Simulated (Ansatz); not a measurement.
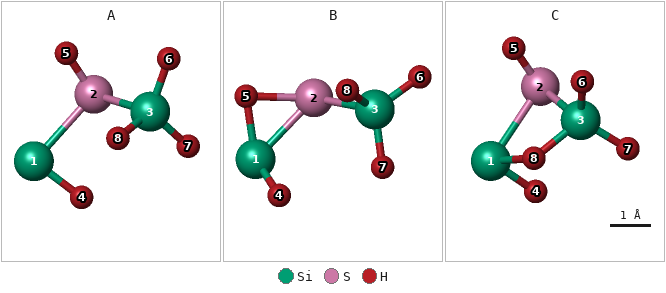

3 geometries from a converged minimum-energy path of Si$_{2}$H$_{5}$S (charge +1), shuffled. Style: ball-and-stick. Shown from a free direction.

These are results of RKS PBE0-D4/def2-SVPD in Ansatz, not measurements. Set-up: 5 movable images; climbing image; force threshold 0.05 eV/Å; iteration limit 60; starting path through a guess of the saddle point.

Question: Which frame is the top of the path?

Answer: B. In order along the path, whose images run from 0 to 6: B (image 3, +56.3 kcal/mol), A (image 5, +22.0 kcal/mol), C (image 6, +15.4 kcal/mol). A hydrogen atom shifts from one atom to another. Breaking: Si1–H5 (1.48 → 1.63 at the top → 2.93 Å). Forming: S2–H5 (2.99 → 1.75 at the top → 1.36 Å).
